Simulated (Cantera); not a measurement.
A closed system holds: 1 mol MgCO3, 2.7 mol SO3, a varied amount of H2O, equilibrated at 673.15 K and 7.50 Torr.

Cantera equilibrium calculation (NASA polynomials, part measured and part estimated; ideal gas, pure solids and liquids). Candidate condensed phases: C, C6H6, C7H8, C8H18, H2O, H2SO4, Mg, MgCO3, MgO, Mg(OH)2, MgS, MgSO4, S; 130 gas species. Rates play no part.

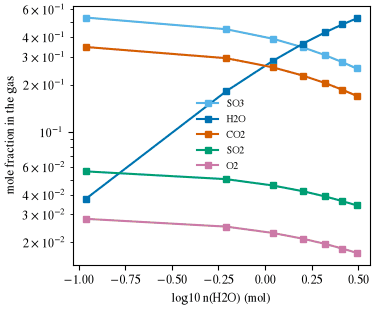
Equilibrium gas composition (values under 1e-9 drawn at 1e-9)

Question: Read off the mole fractions at 3.1 mol H2O.

Answer: H2O about 0.52, SO3 about 0.25, CO2 about 0.17, SO2 about 0.034, O2 about 0.017.
